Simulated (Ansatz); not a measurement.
## Si2H7F: geometry relaxation (part 1 of 2)

System: Si2H7F.
Method: RKS PBE0-D4/def2-TZVP (Ansatz 0.2.0).

The geometry is a transition state displaced along its imaginary mode. The reaction was set up to form Si1–F7 and Si2–H6 and to break Si1–Si2 and H6–F7 (atoms counted from 1 in the order of the input); sticks are drawn by distance alone. Figures and captions count atoms from 1; the log counts them from 0 in places.

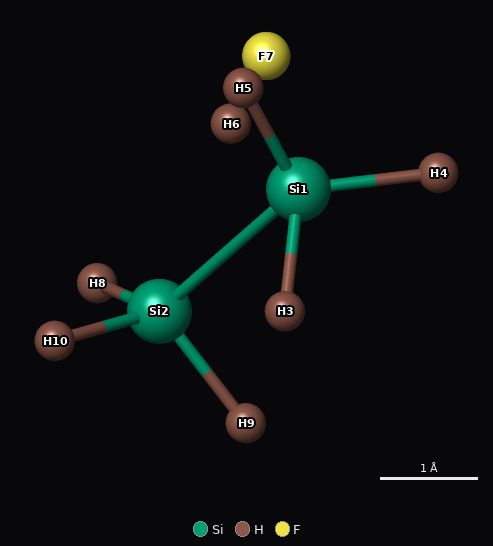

*The structure as given in the input (ball-and-stick view, seen at a tilt; atoms are numbered from 1 in the order of the input).*

Bond lengths as drawn: F–H 0.80 Å, H–Si 1.46 to 1.51 Å and Si–Si 2.46 Å.

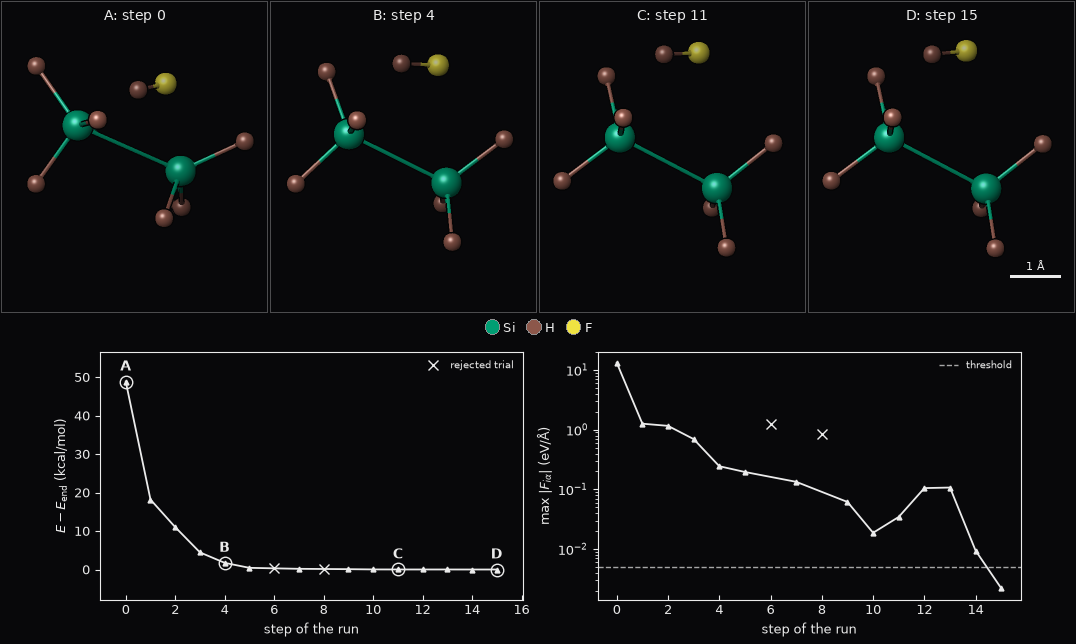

*Frames of the relaxation (ball-and-stick view, seen at a tilt) above the curves, on which the letters mark them (the first geometry is step 0 here and step 1 in the log).*

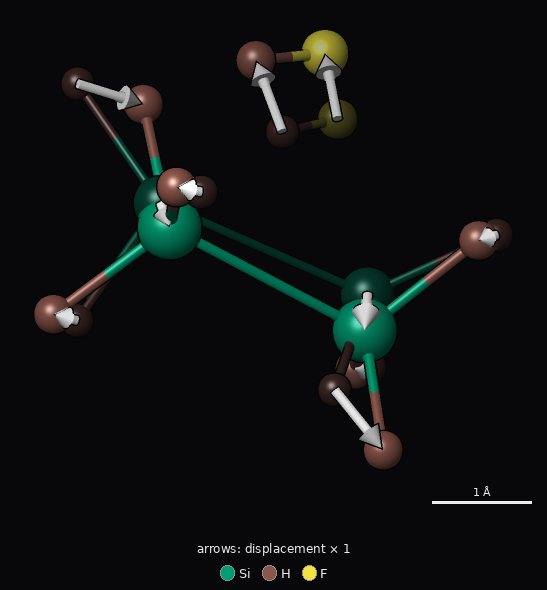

*Start (faint) and end (solid) with the displacements as white arrows, at true length (ball-and-stick view, seen at a tilt). The two geometries are laid on each other by the best rigid fit.*

H6 moves most after the best rigid fit: 0.86 Å. Largest moves by element: H 0.86 Å, F 0.80 Å, Si 0.48 Å. Distances before and after: H6–F7 0.797 → 0.927 Å, Si1–Si2 2.459 → 2.342 Å, Si1–H3 1.455 → 1.488 Å, Si2–H8 1.509 → 1.499 Å. Among the angles that change: Si2–Si1–H3 78.4° → 107.8°, Si1–Si2–H8 134.7° → 111.5°, Si1–Si2–H9 97.5° → 111.5°. Over 15 geometry steps the energy falls by 48.9 kcal/mol. The largest force component goes from 13 to 0.0022 eV/Å. The line search rejected the trial steps at points 6, 8 (counted from 0) and went back. (Atoms are counted from 1 in the order of the input.)

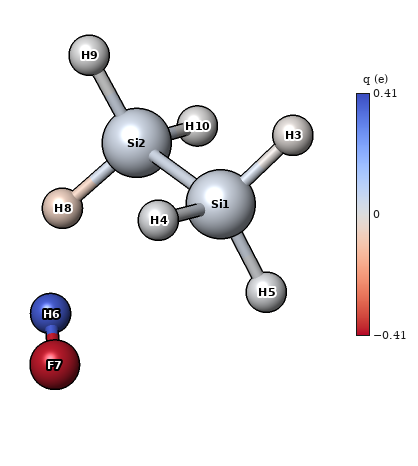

*Mulliken charges, as the colour of each atom (ball-and-stick view, seen at a tilt; atoms are numbered from 1 in the order of the input).*

By element: Si +0.03, H −0.06 to +0.38 and F −0.39 e.

The input and output of the run follow.

The input:
```yaml
crystal:
  periodic: [false, false, false]
  atoms:
    - {symbol: Si, position_ang: [-0.970714, 0.578907, -0.380924]}
    - {symbol: Si, position_ang: [0.874987, -0.967906, 0.117304]}
    - {symbol: H, position_ang: [-1.319976, -0.569286, -1.203832]}
    - {symbol: H, position_ang: [-2.085090, 0.769852, 0.587440]}
    - {symbol: H, position_ang: [-0.764364, 1.728720, -1.303989]}
    - {symbol: H, position_ang: [0.526012, 0.962408, 0.842922]}
    - {symbol: F, position_ang: [0.244019, 1.684357, 1.028034]}
    - {symbol: H, position_ang: [2.100352, -0.909906, 0.995585]}
    - {symbol: H, position_ang: [0.053121, -2.104313, 0.589770]}
    - {symbol: H, position_ang: [1.341652, -1.172934, -1.272409]}
basis:
  gaussian: {orbitals: def2-TZVP}
hamiltonian: {xc: pbe0, dispersion: d4}
relax: {f_tol: 0.005, max_steps: 200}
```

Run as:
```bash
ansatz run in.yaml --threads 4 --pin off --events-out ev --progress --plain --max-ram 9574MiB
```

The program's output:
```
Functional definition: PBE0
  name "PBE0"
  cite "Adamo & Barone, J. Chem. Phys. 110, 6158 (1999) doi:10.1063/1.478522"
  cite "Perdew, Burke & Ernzerhof, Phys. Rev. Lett. 77, 3865 (1996) doi:10.1103/PhysRevLett.77.3865"
  parent pbe
  parameter a = 0.25
  parameter kappa = 0.804
  parameter beta = 0.06672455060314922
  exchange = (1 - a)*pbe_x(kappa = kappa, mu = beta*pi^2/3) + a*exact_x
  correlation = pbe_c(beta = beta)
1000 factors; their error is unknown
mean field evaluation 1: about -18574.4910 eV, gradient 3.1e1 eV
mean field evaluation 2: about -18574.0289 eV, gradient 3.8e1 eV
mean field evaluation 4: about -18575.9102 eV, gradient 9.1e-1 eV
mean field evaluation 8: about -18575.9854 eV, gradient 2.6e-1 eV
mean field -18575.98548043 eV, -682.6548751505 hartree, gradient 5.8e-5 eV, S^2 0.000000; 0 other end points of the search recorded, 0 dependent functions left out
the calculation of the forces begins
reference -18575.98551415 eV, -682.6548763899 hartree; 22, 22 occupied and 125, 125 virtual orbitals, 1000 factors
relax step   1: F+E_penalty+E_count = -18576.13456074 eV  Δ(F+E_penalty+E_count) = +0.000e0 eV  max|allowed force component| = 1.324e1 eV/Å  Δτ_max = 0.0000 Å  (24 SCF iters, accepted)
these checks for a lower state are left out or cut short: starts, cluster_reference, orbital_swaps, neighbouring_geometries, increment
1000 factors; their error is unknown
mean field evaluation 16: about -18576.9237 eV, gradient 1.4e1 eV
mean field -18577.31725286 eV, -682.7038168849 hartree, gradient 1.2e-5 eV, S^2 0.000000; 0 other end points of the search recorded, 0 dependent functions left out
[... from here on the field's lines of each further geometry are left out, up to the last ...]
relax step   2: F+E_penalty+E_count = -18577.46496477 eV  Δ(F+E_penalty+E_count) = -1.330e0 eV  max|allowed force component| = 1.263e0 eV/Å  Δτ_max = 0.1945 Å  (28 SCF iters, accepted)
relax step   3: F+E_penalty+E_count = -18577.77561699 eV  Δ(F+E_penalty+E_count) = -3.107e-1 eV  max|allowed force component| = 1.162e0 eV/Å  Δτ_max = 0.1959 Å  (29 SCF iters, accepted)
relax step   4: F+E_penalty+E_count = -18578.06006739 eV  Δ(F+E_penalty+E_count) = -2.845e-1 eV  max|allowed force component| = 6.975e-1 eV/Å  Δτ_max = 0.1915 Å  (27 SCF iters, accepted)
relax step   5: F+E_penalty+E_count = -18578.17821351 eV  Δ(F+E_penalty+E_count) = -1.181e-1 eV  max|allowed force component| = 2.451e-1 eV/Å  Δτ_max = 0.1940 Å  (28 SCF iters, accepted)
relax step   6: F+E_penalty+E_count = -18578.23437213 eV  Δ(F+E_penalty+E_count) = -5.616e-2 eV  max|allowed force component| = 1.961e-1 eV/Å  Δτ_max = 0.1912 Å  (28 SCF iters, accepted)
relax step   7: F+E_penalty+E_count = -18578.23058926 eV  Δ(F+E_penalty+E_count) = +3.783e-3 eV  max|allowed force component| = 1.247e0 eV/Å  Δτ_max = 0.1949 Å  (28 SCF iters, rejected (line search))
relax step   8: F+E_penalty+E_count = -18578.24533394 eV  Δ(F+E_penalty+E_count) = -1.096e-2 eV  max|allowed force component| = 1.342e-1 eV/Å  Δτ_max = 0.0975 Å  (28 SCF iters, accepted)
relax step   9: F+E_penalty+E_count = -18578.24258570 eV  Δ(F+E_penalty+E_count) = +2.748e-3 eV  max|allowed force component| = 8.424e-1 eV/Å  Δτ_max = 0.0989 Å  (28 SCF iters, rejected (line search))
relax step  10: F+E_penalty+E_count = -18578.24937316 eV  Δ(F+E_penalty+E_count) = -4.039e-3 eV  max|allowed force component| = 6.171e-2 eV/Å  Δτ_max = 0.0495 Å  (27 SCF iters, accepted)
relax step  11: F+E_penalty+E_count = -18578.25225063 eV  Δ(F+E_penalty+E_count) = -2.877e-3 eV  max|allowed force component| = 1.878e-2 eV/Å  Δτ_max = 0.0500 Å  (27 SCF iters, accepted)
relax step  12: F+E_penalty+E_count = -18578.25274355 eV  Δ(F+E_penalty+E_count) = -4.929e-4 eV  max|allowed force component| = 3.466e-2 eV/Å  Δτ_max = 0.0314 Å  (28 SCF iters, accepted)
relax step  13: F+E_penalty+E_count = -18578.25289371 eV  Δ(F+E_penalty+E_count) = -1.502e-4 eV  max|allowed force component| = 1.054e-1 eV/Å  Δτ_max = 0.0487 Å  (28 SCF iters, accepted)
relax step  14: F+E_penalty+E_count = -18578.25289663 eV  Δ(F+E_penalty+E_count) = -2.920e-6 eV  max|allowed force component| = 1.076e-1 eV/Å  Δτ_max = 0.0292 Å  (28 SCF iters, accepted)
relax step  15: F+E_penalty+E_count = -18578.25314870 eV  Δ(F+E_penalty+E_count) = -2.521e-4 eV  max|allowed force component| = 9.420e-3 eV/Å  Δτ_max = 0.0103 Å  (28 SCF iters, accepted)
the calculation of the forces begins
reference -18578.11541869 eV, -682.7331489381 hartree; 22, 22 occupied and 125, 125 virtual orbitals, 1000 factors
relax step  16: F+E_penalty+E_count = -18578.25316054 eV  Δ(F+E_penalty+E_count) = -1.184e-5 eV  max|allowed force component| = 2.209e-3 eV/Å  Δτ_max = 0.0051 Å  (22 SCF iters, accepted)
1000 factors; their error is unknown
mean field evaluation 128: about -18578.0376 eV, gradient 2.4e-2 eV
mean field -18578.11538463 eV, -682.7331476862 hartree, gradient 2.7e-5 eV, S^2 0.000000; 1 other end points of the search recorded, 0 dependent functions left out
the calculation of the forces begins
reference -18578.11541869 eV, -682.7331489381 hartree; 22, 22 occupied and 125, 125 virtual orbitals, 1000 factors
Total energy: -18578.25319461 eV, -682.7382121095 hartree
Atom 0 at    -1.160892     0.241677    -0.685177 Å, force     0.000572    -0.000563     0.000225 eV/Å
Atom 1 at     0.682283    -1.060786    -0.061536 Å, force    -0.000141     0.000656     0.000152 eV/Å
Atom 2 at    -1.969832    -0.548666    -1.651923 Å, force    -0.000327     0.000036     0.000231 eV/Å
Atom 3 at    -1.991120     0.556286     0.504180 Å, force     0.000255     0.000460    -0.000336 eV/Å
Atom 4 at    -0.704992     1.493888    -1.338592 Å, force    -0.000315    -0.000204    -0.000186 eV/Å
Atom 5 at     1.095900     1.270198     1.401397 Å, force    -0.000926     0.001810     0.000472 eV/Å
Atom 6 at     0.691634     2.092254     1.541729 Å, force     0.001020    -0.002209    -0.000362 eV/Å
Atom 7 at     1.564669    -0.336009     0.910097 Å, force    -0.000364    -0.000077    -0.000075 eV/Å
Atom 8 at     0.258482    -2.315319     0.612533 Å, force     0.000123    -0.000041    -0.000351 eV/Å
Atom 9 at     1.533869    -1.393623    -1.232806 Å, force     0.000105     0.000133     0.000230 eV/Å
Dipole moment:     0.063521    -0.380913    -0.150225 e Å
```

Trajectory as extended XYZ (Å, eV, eV/Å), 16 frames, from step=1 to step=16:
```
10
Properties=species:S:1:pos:R:3:forces:R:3 step=1 energy=-18576.13456
Si   -0.9707    0.5789   -0.3809   -0.2267  -0.7748  -0.5549
Si    0.8750   -0.9679    0.1173   -0.2485  -0.4002  -0.3774
H    -1.3200   -0.5693   -1.2038   -0.6346  -0.4739  -0.6869
H    -2.0851    0.7699    0.5874    0.2363  -0.0099  -0.0315
H    -0.7644    1.7287   -1.3040    0.0756  -0.1262   0.1851
H     0.5260    0.9624    0.8429    5.2498 -11.3635  -2.3589
F     0.2440    1.6844    1.0280   -4.2540  13.2379   4.0008
H     2.1004   -0.9099    0.9956   -0.3120   0.3060  -0.0645
H     0.0531   -2.1043    0.5898    0.0352  -0.2159  -0.0262
H     1.3417   -1.1729   -1.2724    0.0789  -0.1796  -0.0856
10
Properties=species:S:1:pos:R:3:forces:R:3 step=2 energy=-18577.46496
Si   -0.9441    0.5260   -0.3896   -0.3327  -0.6467  -0.5617
Si    0.8501   -1.0279    0.0700   -0.1467   0.2134   0.0108
H    -1.4064   -0.5801   -1.2704   -0.3141  -0.0815  -0.2628
H    -2.0390    0.7471    0.5889    0.1974  -0.0830   0.0436
H    -0.7351    1.6946   -1.2818    0.1511  -0.1134   0.1002
H     0.6093    1.0386    0.9425    0.5790  -0.4265   0.1807
F     0.2073    1.8645    1.0916    0.0462   1.2633   0.6775
H     2.0384   -0.8481    0.9832   -0.2927   0.1735  -0.1170
H     0.0610   -2.1766    0.5704    0.0568  -0.1513  -0.0367
H     1.3585   -1.2381   -1.3048    0.0556  -0.1478  -0.0347
```
